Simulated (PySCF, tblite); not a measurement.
**C6H14BNS: geometry, infrared bands and NMR shifts**

Wanted: the infrared bands and NMR shifts of C6H14BNS (`CC#[N+][BH2-]SCC(C)C`), by calculation.

Computed with tblite 0.8.0 and PySCF 2.14.0, with density-fitted response routines of our own, on a single molecule in the gas phase. Atoms are numbered from 0 throughout.

## Step 1: Starting geometry

23 atoms, charge 0, multiplicity 1; geometry from: force field or distance geometry start.

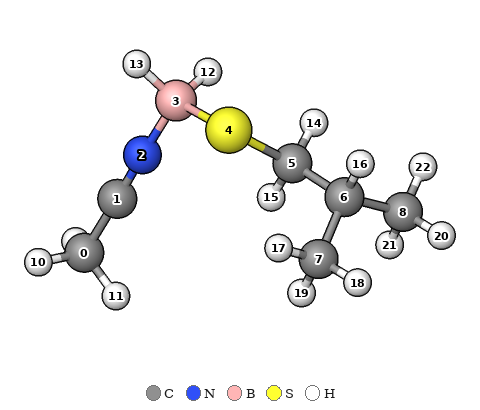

The starting geometry (carbon grey, nitrogen blue, boron pink, sulfur yellow, hydrogen white), atoms numbered.

## Step 2: Relaxing the molecule with GFN2-xTB

Job settings and geometry (Å):

```
{"job": {"kind": "relax", "xc": "GFN2-xTB", "basis": "xTB"}, "charge": 0, "multiplicity": 1}
C      3.592700     0.394300    -2.238500
C      2.972300    -0.169300    -1.045400
N      2.504700    -0.628300    -0.081800
B      1.870600    -1.194500     1.125200
S      0.456000    -0.077800     1.729200
C     -0.729000    -0.576500     0.414000
C     -2.034500     0.226500     0.518700
C     -1.816200     1.704700     0.161700
C     -3.101500    -0.394700    -0.385400
H      3.995900    -0.419200    -2.860300
H      4.395200     1.090400    -1.948000
H      2.810000     0.947100    -2.811500
H      1.458100    -2.294400     0.904700
H      2.694700    -1.278800     1.992200
H     -0.943600    -1.650200     0.546600
H     -0.273200    -0.423400    -0.575200
H     -2.403900     0.171300     1.573600
H     -1.100900     2.169400     0.853200
H     -2.781900     2.258600     0.241600
H     -1.432300     1.797900    -0.874400
H     -4.063000     0.177800    -0.288000
H     -2.780500    -0.366500    -1.447200
H     -3.294700    -1.437400    -0.080300
```

Launch:

```bash
$ OMP_NUM_THREADS=1 python probes_run.py task.json out
```

The driver reads the jobs from task.json and runs them one after another.

**Question.** This job is followed by: GFN2-xTB harmonic vibrations, gas phase; GIAO PBE0/pcSseg-1 NMR shielding, non-relativistic, gas phase. What will the session give for the following? strongest single infrared mode (GFN2-xTB); zero-point energy (GFN2-xTB); ¹³C shifts against TMS (PBE0/pcSseg-1, means over atoms taken as alike); ¹H shifts against TMS (PBE0/pcSseg-1, means over atoms taken as alike); ¹⁵N shifts against NH3 (PBE0/pcSseg-1); ¹¹B shifts against BF3·OEt2 (PBE0/pcSseg-1); ³³S shifts against CS2 (PBE0/pcSseg-1); surface potential, least and greatest.

The runs gave:

```
                                                               quantity                             value
                              strongest single infrared mode (GFN2-xTB)             2495 cm⁻¹, 123 km/mol
                                           zero-point energy (GFN2-xTB)                    119.1 kcal/mol
¹³C shifts against TMS (PBE0/pcSseg-1, means over atoms taken as alike)  123.2, 49.5, 34.3, 25.0, 2.5 ppm
 ¹H shifts against TMS (PBE0/pcSseg-1, means over atoms taken as alike)  2.50, 2.50, 2.35, 1.71, 1.00 ppm
                                 ¹⁵N shifts against NH3 (PBE0/pcSseg-1)                         234.7 ppm
                            ¹¹B shifts against BF3·OEt2 (PBE0/pcSseg-1)                         -28.4 ppm
                                 ³³S shifts against CS2 (PBE0/pcSseg-1)                           -28 ppm
                                  surface potential, least and greatest                -1.82 V and 1.97 V
```

What this shows: Over 84 steps the energy fell by 0.237 eV; of the close pairs, C8–H20 changed most, 1.123 to 1.088 Å. The lowest mode is imaginary (37i cm⁻¹), so the xTB geometry is not a minimum. The strongest single mode, at 2495 cm⁻¹, moves mainly H12. GFN2-xTB is a fitted tight-binding method: band positions and strengths are rough. Its intensities can rank the bands wrongly. At PBE0/pcSseg-1: The widest tensor belongs to N2: span 486 ppm, with a paramagnetic part of -300 ppm. At PBE0/pcSseg-1, counted by nearest atom on the grid, the HOMO lies on S4 79 %, the LUMO on C1 38 %; N2 29 %.
